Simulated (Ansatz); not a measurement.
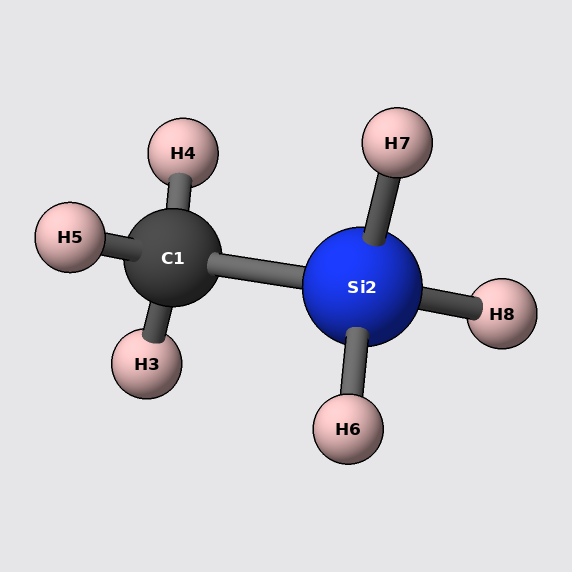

The questions are on Mulliken charges. Computed geometry: PBE-D4/def2-SVP optimisation. No frequency run is at hand to confirm it as a minimum. Properties computed with RKS PBE-D4/def2-SVP (Ansatz 0.2.0).

Give the Mulliken charges atom by atom.

```csv
atom,value (e)
C1,−0.30
Si2,0.27
H3,0.07
H4,0.07
H5,0.07
H6,−0.06
H7,−0.06
H8,−0.06
```

Mulliken values depend strongly on the basis set and can even reverse the polarity of a bond.
